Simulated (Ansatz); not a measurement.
# Molecular dynamics of ZrH₂Cl₃F (part 1 of 3)

- system: ZrH₂Cl₃F
- method: RKS B3LYP/def2-SVP (Ansatz 0.2.0)

It belongs to a series of runs on one base structure; here: dynamics from the highest image of the converged band. Figures and captions count atoms from 1; the log counts them from 0 in places.

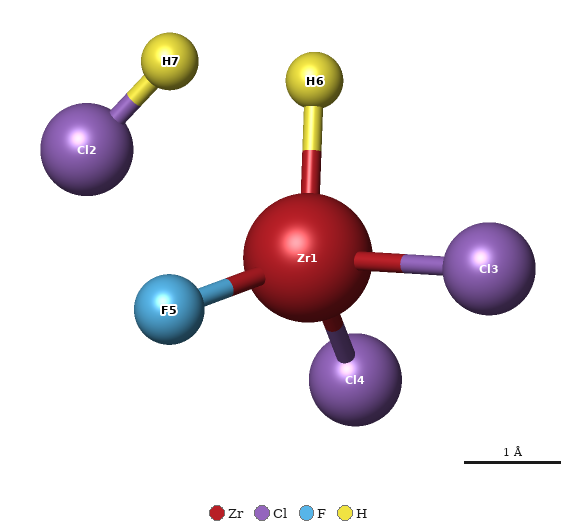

*The starting structure (ball-and-stick view, seen at a tilt; atoms are numbered from 1 in the order of the input). Sticks mark near contacts.*

Bond lengths as drawn: Cl–H 1.31 Å, Cl–Zr 2.34 to 2.36 Å, F–Zr 1.90 Å and H–Zr 1.87 Å.

Results in brief

- outcome: finished
- mean temperature over the second half: 243 K
- trajectory: 200 steps, 100 fs
- ensemble: nve
- temperature in the input: 100.0 K
- time step: 0.5 fs
- potential energy (last step): −41592.7329 eV
- mean-field energy (last step): −41592.7329 eV
- largest force (length of the vector) (last step): 1.894 eV/Å
- hardware: 2 threads of Arm Neoverse V2, 24 GiB of memory available, shared host
- wall time: 10 min (CPU time 20 min)
- peak memory: 0.27 GiB

Remarks

So short a trajectory is not equilibrated.

Input
```yaml
crystal:
  periodic: [false, false, false]
  atoms:
    - { symbol: Zr, position_ang: [0.364991, 0.23351, -0.222416] }
    - { symbol: Cl, position_ang: [-0.631917, 0.906877, 2.558078] }
    - { symbol: Cl, position_ang: [1.808865, -0.109364, -2.031062] }
    - { symbol: Cl, position_ang: [-1.347007, 1.657401, -0.99294] }
    - { symbol: F, position_ang: [-0.097373, -1.505619, 0.373704] }
    - { symbol: H, position_ang: [1.613153, 1.088039, 0.87634] }
    - { symbol: H, position_ang: [0.609686, 1.281655, 2.358896] }
basis:
  gaussian: { orbitals: def2-SVP }
hamiltonian:
  xc: b3lyp
md:
  timestep: 0.5
  n_steps: 200
  ensemble: nve
  temperature: 100.0
  initial_velocities: maxwell_boltzmann
  seed: 9197
```

Run as:
```bash
ansatz run input.yaml --threads 2 --pin off --max-ram 3072MiB --backend cpu --events-out ev --progress --plain --runs-dir out
```

The program's output
```
Engine: ansatz 0.2.0, aarch64-unknown-linux-gnu
Functional definition: B3LYP
  parameter a0 = 0.2
  parameter ax = 0.72
  parameter ac = 0.81
  exchange = (1 - a0 - ax)*slater_x + ax*b88_x + a0*exact_x
  correlation = (1 - ac)*vwn_rpa_c + ac*lyp_c
1114 factors; integrals over basis functions are off by at most 3.2e-4 eV
mean field evaluation 1: about -41589.1533 eV, gradient 3.9e1 eV
mean field evaluation 2: about -41568.4480 eV, gradient 1.2e2 eV
mean field evaluation 4: about -41592.0711 eV, gradient 3.6e0 eV
mean field evaluation 8: about -41592.1248 eV, gradient 6.5e-2 eV
mean field evaluation 16: about -41592.1248 eV, gradient 2.7e-5 eV
mean field -41592.12476920 eV, -1528.4823931132 hartree, gradient 2.7e-5 eV, S^2 0.000000; 0 other end points of the search recorded, 0 dependent functions left out
the calculation of the forces begins
reference -41592.12510196 eV, -1528.4824053419 hartree; 37, 37 occupied and 72, 72 virtual orbitals, 1114 factors
md step     0: t =     0.00 fs  T =   100.0 K  F+E_penalty+E_count = -41592.12476920 eV  E_kin = 0.064630 eV  conserved = -41592.06013920 eV  (28 SCF iters)
these checks for a lower state are left out or cut short: starts, cluster_reference, orbital_swaps, neighbouring_geometries, increment
1114 factors; integrals over basis functions are off by at most 3.2e-4 eV
mean field -41592.12476237 eV, -1528.4823928624 hartree, gradient 1.0e-5 eV, S^2 0.000000; 0 other end points of the search recorded, 0 dependent functions left out
the calculation of the forces begins
reference -41592.12509514 eV, -1528.4824050913 hartree; 37, 37 occupied and 72, 72 virtual orbitals, 1114 factors
md step     1: t =     0.50 fs  T =   100.0 K  F+E_penalty+E_count = -41592.12476237 eV  E_kin = 0.064624 eV  conserved = -41592.06013885 eV  (26 SCF iters)
[... from here on the SCF iterations and repeated set-up lines of each step are left out, up to the last step ...]
md step     2: t =     1.00 fs  T =    99.8 K  F+E_penalty+E_count = -41592.12465512 eV  E_kin = 0.064517 eV  conserved = -41592.06013793 eV  (26 SCF iters)
md step     3: t =     1.50 fs  T =    99.5 K  F+E_penalty+E_count = -41592.12446099 eV  E_kin = 0.064324 eV  conserved = -41592.06013653 eV  (26 SCF iters)
md step     4: t =     2.00 fs  T =    99.1 K  F+E_penalty+E_count = -41592.12420114 eV  E_kin = 0.064066 eV  conserved = -41592.06013502 eV  (26 SCF iters)
md step     5: t =     2.50 fs  T =    98.7 K  F+E_penalty+E_count = -41592.12389857 eV  E_kin = 0.063765 eV  conserved = -41592.06013354 eV  (26 SCF iters)
md step     6: t =     3.00 fs  T =    98.2 K  F+E_penalty+E_count = -41592.12357304 eV  E_kin = 0.063440 eV  conserved = -41592.06013284 eV  (26 SCF iters)
md step     7: t =     3.50 fs  T =    97.6 K  F+E_penalty+E_count = -41592.12323500 eV  E_kin = 0.063102 eV  conserved = -41592.06013287 eV  (26 SCF iters)
md step     8: t =     4.00 fs  T =    97.1 K  F+E_penalty+E_count = -41592.12288404 eV  E_kin = 0.062750 eV  conserved = -41592.06013358 eV  (25 SCF iters)
md step     9: t =     4.50 fs  T =    96.5 K  F+E_penalty+E_count = -41592.12250946 eV  E_kin = 0.062375 eV  conserved = -41592.06013472 eV  (26 SCF iters)
md step    10: t =     5.00 fs  T =    95.9 K  F+E_penalty+E_count = -41592.12209389 eV  E_kin = 0.061958 eV  conserved = -41592.06013596 eV  (26 SCF iters)
md step    11: t =     5.50 fs  T =    95.1 K  F+E_penalty+E_count = -41592.12161872 eV  E_kin = 0.061482 eV  conserved = -41592.06013691 eV  (26 SCF iters)
md step    12: t =     6.00 fs  T =    94.3 K  F+E_penalty+E_count = -41592.12106989 eV  E_kin = 0.060933 eV  conserved = -41592.06013729 eV  (26 SCF iters)
md step    13: t =     6.50 fs  T =    93.3 K  F+E_penalty+E_count = -41592.12044237 eV  E_kin = 0.060305 eV  conserved = -41592.06013696 eV  (26 SCF iters)
md step    14: t =     7.00 fs  T =    92.2 K  F+E_penalty+E_count = -41592.11974231 eV  E_kin = 0.059606 eV  conserved = -41592.06013596 eV  (26 SCF iters)
md step    15: t =     7.50 fs  T =    91.1 K  F+E_penalty+E_count = -41592.11898631 eV  E_kin = 0.058852 eV  conserved = -41592.06013449 eV  (26 SCF iters)
md step    16: t =     8.00 fs  T =    89.8 K  F+E_penalty+E_count = -41592.11819826 eV  E_kin = 0.058065 eV  conserved = -41592.06013287 eV  (26 SCF iters)
md step    17: t =     8.50 fs  T =    88.6 K  F+E_penalty+E_count = -41592.11740436 eV  E_kin = 0.057273 eV  conserved = -41592.06013144 eV  (26 SCF iters)
md step    18: t =     9.00 fs  T =    87.4 K  F+E_penalty+E_count = -41592.11662780 eV  E_kin = 0.056497 eV  conserved = -41592.06013047 eV  (26 SCF iters)
md step    19: t =     9.50 fs  T =    86.3 K  F+E_penalty+E_count = -41592.11588411 eV  E_kin = 0.055754 eV  conserved = -41592.06013015 eV  (26 SCF iters)
md step    20: t =    10.00 fs  T =    85.2 K  F+E_penalty+E_count = -41592.11517841 eV  E_kin = 0.055048 eV  conserved = -41592.06013051 eV  (26 SCF iters)
md step    21: t =    10.50 fs  T =    84.1 K  F+E_penalty+E_count = -41592.11450498 eV  E_kin = 0.054374 eV  conserved = -41592.06013141 eV  (29 SCF iters)
md step    22: t =    11.00 fs  T =    83.1 K  F+E_penalty+E_count = -41592.11384927 eV  E_kin = 0.053717 eV  conserved = -41592.06013260 eV  (26 SCF iters)
md step    23: t =    11.50 fs  T =    82.1 K  F+E_penalty+E_count = -41592.11319204 eV  E_kin = 0.053058 eV  conserved = -41592.06013376 eV  (26 SCF iters)
md step    24: t =    12.00 fs  T =    81.0 K  F+E_penalty+E_count = -41592.11251446 eV  E_kin = 0.052380 eV  conserved = -41592.06013457 eV  (26 SCF iters)
md step    25: t =    12.50 fs  T =    79.9 K  F+E_penalty+E_count = -41592.11180327 eV  E_kin = 0.051668 eV  conserved = -41592.06013477 eV  (26 SCF iters)
md step    26: t =    13.00 fs  T =    78.8 K  F+E_penalty+E_count = -41592.11105455 eV  E_kin = 0.050920 eV  conserved = -41592.06013429 eV  (26 SCF iters)
md step    27: t =    13.50 fs  T =    77.6 K  F+E_penalty+E_count = -41592.11027521 eV  E_kin = 0.050142 eV  conserved = -41592.06013321 eV  (26 SCF iters)
md step    28: t =    14.00 fs  T =    76.4 K  F+E_penalty+E_count = -41592.10948180 eV  E_kin = 0.049350 eV  conserved = -41592.06013176 eV  (26 SCF iters)
md step    29: t =    14.50 fs  T =    75.1 K  F+E_penalty+E_count = -41592.10869663 eV  E_kin = 0.048566 eV  conserved = -41592.06013029 eV  (26 SCF iters)
md step    30: t =    15.00 fs  T =    74.0 K  F+E_penalty+E_count = -41592.10794245 eV  E_kin = 0.047813 eV  conserved = -41592.06012917 eV  (26 SCF iters)
md step    31: t =    15.50 fs  T =    72.9 K  F+E_penalty+E_count = -41592.10723670 eV  E_kin = 0.047108 eV  conserved = -41592.06012867 eV  (26 SCF iters)
md step    32: t =    16.00 fs  T =    71.9 K  F+E_penalty+E_count = -41592.10658726 eV  E_kin = 0.046458 eV  conserved = -41592.06012890 eV  (26 SCF iters)
md step    33: t =    16.50 fs  T =    71.0 K  F+E_penalty+E_count = -41592.10599054 eV  E_kin = 0.045861 eV  conserved = -41592.06012980 eV  (25 SCF iters)
md step    34: t =    17.00 fs  T =    70.1 K  F+E_penalty+E_count = -41592.10543273 eV  E_kin = 0.045302 eV  conserved = -41592.06013111 eV  (25 SCF iters)
md step    35: t =    17.50 fs  T =    69.3 K  F+E_penalty+E_count = -41592.10489357 eV  E_kin = 0.044761 eV  conserved = -41592.06013248 eV  (25 SCF iters)
md step    36: t =    18.00 fs  T =    68.4 K  F+E_penalty+E_count = -41592.10435187 eV  E_kin = 0.044218 eV  conserved = -41592.06013356 eV  (25 SCF iters)
md step    37: t =    18.50 fs  T =    67.5 K  F+E_penalty+E_count = -41592.10379106 eV  E_kin = 0.043657 eV  conserved = -41592.06013408 eV  (25 SCF iters)
md step    38: t =    19.00 fs  T =    66.6 K  F+E_penalty+E_count = -41592.10320342 eV  E_kin = 0.043070 eV  conserved = -41592.06013391 eV  (25 SCF iters)
md step    39: t =    19.50 fs  T =    65.7 K  F+E_penalty+E_count = -41592.10259194 eV  E_kin = 0.042459 eV  conserved = -41592.06013312 eV  (25 SCF iters)
md step    40: t =    20.00 fs  T =    64.7 K  F+E_penalty+E_count = -41592.10196955 eV  E_kin = 0.041838 eV  conserved = -41592.06013189 eV  (25 SCF iters)
md step    41: t =    20.50 fs  T =    63.8 K  F+E_penalty+E_count = -41592.10135591 eV  E_kin = 0.041225 eV  conserved = -41592.06013053 eV  (25 SCF iters)
md step    42: t =    21.00 fs  T =    62.9 K  F+E_penalty+E_count = -41592.10077273 eV  E_kin = 0.040643 eV  conserved = -41592.06012936 eV  (25 SCF iters)
md step    43: t =    21.50 fs  T =    62.1 K  F+E_penalty+E_count = -41592.10023875 eV  E_kin = 0.040110 eV  conserved = -41592.06012864 eV  (25 SCF iters)
md step    44: t =    22.00 fs  T =    61.3 K  F+E_penalty+E_count = -41592.09976551 eV  E_kin = 0.039637 eV  conserved = -41592.06012852 eV  (29 SCF iters)
md step    45: t =    22.50 fs  T =    60.7 K  F+E_penalty+E_count = -41592.09935492 eV  E_kin = 0.039226 eV  conserved = -41592.06012906 eV  (25 SCF iters)
md step    46: t =    23.00 fs  T =    60.1 K  F+E_penalty+E_count = -41592.09899895 eV  E_kin = 0.038869 eV  conserved = -41592.06013005 eV  (26 SCF iters)
md step    47: t =    23.50 fs  T =    59.6 K  F+E_penalty+E_count = -41592.09868190 eV  E_kin = 0.038551 eV  conserved = -41592.06013129 eV  (26 SCF iters)
md step    48: t =    24.00 fs  T =    59.2 K  F+E_penalty+E_count = -41592.09838419 eV  E_kin = 0.038252 eV  conserved = -41592.06013246 eV  (26 SCF iters)
md step    49: t =    24.50 fs  T =    58.7 K  F+E_penalty+E_count = -41592.09808731 eV  E_kin = 0.037954 eV  conserved = -41592.06013326 eV  (26 SCF iters)
md step    50: t =    25.00 fs  T =    58.2 K  F+E_penalty+E_count = -41592.09777855 eV  E_kin = 0.037645 eV  conserved = -41592.06013347 eV  (26 SCF iters)
md step    51: t =    25.50 fs  T =    57.7 K  F+E_penalty+E_count = -41592.09745453 eV  E_kin = 0.037321 eV  conserved = -41592.06013304 eV  (26 SCF iters)
md step    52: t =    26.00 fs  T =    57.2 K  F+E_penalty+E_count = -41592.09712235 eV  E_kin = 0.036990 eV  conserved = -41592.06013199 eV  (26 SCF iters)
md step    53: t =    26.50 fs  T =    56.7 K  F+E_penalty+E_count = -41592.09679850 eV  E_kin = 0.036668 eV  conserved = -41592.06013058 eV  (26 SCF iters)
md step    54: t =    27.00 fs  T =    56.3 K  F+E_penalty+E_count = -41592.09650504 eV  E_kin = 0.036376 eV  conserved = -41592.06012915 eV  (25 SCF iters)
md step    55: t =    27.50 fs  T =    55.9 K  F+E_penalty+E_count = -41592.09626450 eV  E_kin = 0.036136 eV  conserved = -41592.06012805 eV  (22 SCF iters)
md step    56: t =    28.00 fs  T =    55.7 K  F+E_penalty+E_count = -41592.09609444 eV  E_kin = 0.035967 eV  conserved = -41592.06012756 eV  (22 SCF iters)
md step    57: t =    28.50 fs  T =    55.5 K  F+E_penalty+E_count = -41592.09600328 eV  E_kin = 0.035876 eV  conserved = -41592.06012777 eV  (22 SCF iters)
md step    58: t =    29.00 fs  T =    55.5 K  F+E_penalty+E_count = -41592.09598836 eV  E_kin = 0.035860 eV  conserved = -41592.06012860 eV  (25 SCF iters)
md step    59: t =    29.50 fs  T =    55.6 K  F+E_penalty+E_count = -41592.09603692 eV  E_kin = 0.035907 eV  conserved = -41592.06012985 eV  (25 SCF iters)
md step    60: t =    30.00 fs  T =    55.7 K  F+E_penalty+E_count = -41592.09612945 eV  E_kin = 0.035998 eV  conserved = -41592.06013119 eV  (25 SCF iters)
md step    61: t =    30.50 fs  T =    55.9 K  F+E_penalty+E_count = -41592.09624473 eV  E_kin = 0.036112 eV  conserved = -41592.06013232 eV  (25 SCF iters)
md step    62: t =    31.00 fs  T =    56.1 K  F+E_penalty+E_count = -41592.09636504 eV  E_kin = 0.036232 eV  conserved = -41592.06013296 eV  (25 SCF iters)
md step    63: t =    31.50 fs  T =    56.2 K  F+E_penalty+E_count = -41592.09648022 eV  E_kin = 0.036347 eV  conserved = -41592.06013299 eV  (25 SCF iters)
md step    64: t =    32.00 fs  T =    56.4 K  F+E_penalty+E_count = -41592.09658972 eV  E_kin = 0.036457 eV  conserved = -41592.06013244 eV  (25 SCF iters)
md step    65: t =    32.50 fs  T =    56.6 K  F+E_penalty+E_count = -41592.09670215 eV  E_kin = 0.036571 eV  conserved = -41592.06013147 eV  (25 SCF iters)
md step    66: t =    33.00 fs  T =    56.8 K  F+E_penalty+E_count = -41592.09683265 eV  E_kin = 0.036702 eV  conserved = -41592.06013035 eV  (25 SCF iters)
md step    67: t =    33.50 fs  T =    57.0 K  F+E_penalty+E_count = -41592.09699874 eV  E_kin = 0.036869 eV  conserved = -41592.06012938 eV  (25 SCF iters)
md step    68: t =    34.00 fs  T =    57.4 K  F+E_penalty+E_count = -41592.09721576 eV  E_kin = 0.037087 eV  conserved = -41592.06012881 eV  (29 SCF iters)
md step    69: t =    34.50 fs  T =    57.8 K  F+E_penalty+E_count = -41592.09749284 eV  E_kin = 0.037364 eV  conserved = -41592.06012878 eV  (25 SCF iters)
md step    70: t =    35.00 fs  T =    58.3 K  F+E_penalty+E_count = -41592.09783038 eV  E_kin = 0.037701 eV  conserved = -41592.06012935 eV  (26 SCF iters)
md step    71: t =    35.50 fs  T =    58.9 K  F+E_penalty+E_count = -41592.09821934 eV  E_kin = 0.038089 eV  conserved = -41592.06013038 eV  (24 SCF iters)
md step    72: t =    36.00 fs  T =    59.6 K  F+E_penalty+E_count = -41592.09864288 eV  E_kin = 0.038511 eV  conserved = -41592.06013175 eV  (25 SCF iters)
md step    73: t =    36.50 fs  T =    60.3 K  F+E_penalty+E_count = -41592.09907932 eV  E_kin = 0.038946 eV  conserved = -41592.06013315 eV  (26 SCF iters)
md step    74: t =    37.00 fs  T =    60.9 K  F+E_penalty+E_count = -41592.09950643 eV  E_kin = 0.039372 eV  conserved = -41592.06013431 eV  (26 SCF iters)
md step    75: t =    37.50 fs  T =    61.5 K  F+E_penalty+E_count = -41592.09990585 eV  E_kin = 0.039771 eV  conserved = -41592.06013500 eV  (26 SCF iters)
md step    76: t =    38.00 fs  T =    62.1 K  F+E_penalty+E_count = -41592.10026653 eV  E_kin = 0.040131 eV  conserved = -41592.06013511 eV  (26 SCF iters)
md step    77: t =    38.50 fs  T =    62.6 K  F+E_penalty+E_count = -41592.10058662 eV  E_kin = 0.040452 eV  conserved = -41592.06013465 eV  (25 SCF iters)
md step    78: t =    39.00 fs  T =    63.0 K  F+E_penalty+E_count = -41592.10087322 eV  E_kin = 0.040739 eV  conserved = -41592.06013377 eV  (25 SCF iters)
md step    79: t =    39.50 fs  T =    63.4 K  F+E_penalty+E_count = -41592.10114003 eV  E_kin = 0.041007 eV  conserved = -41592.06013274 eV  (25 SCF iters)
md step    80: t =    40.00 fs  T =    63.9 K  F+E_penalty+E_count = -41592.10140343 eV  E_kin = 0.041272 eV  conserved = -41592.06013182 eV  (25 SCF iters)
md step    81: t =    40.50 fs  T =    64.3 K  F+E_penalty+E_count = -41592.10167827 eV  E_kin = 0.041547 eV  conserved = -41592.06013152 eV  (25 SCF iters)
md step    82: t =    41.00 fs  T =    64.7 K  F+E_penalty+E_count = -41592.10197285 eV  E_kin = 0.041841 eV  conserved = -41592.06013150 eV  (26 SCF iters)
md step    83: t =    41.50 fs  T =    65.2 K  F+E_penalty+E_count = -41592.10228799 eV  E_kin = 0.042156 eV  conserved = -41592.06013202 eV  (26 SCF iters)
md step    84: t =    42.00 fs  T =    65.7 K  F+E_penalty+E_count = -41592.10261571 eV  E_kin = 0.042483 eV  conserved = -41592.06013297 eV  (26 SCF iters)
md step    85: t =    42.50 fs  T =    66.2 K  F+E_penalty+E_count = -41592.10294144 eV  E_kin = 0.042807 eV  conserved = -41592.06013424 eV  (26 SCF iters)
```
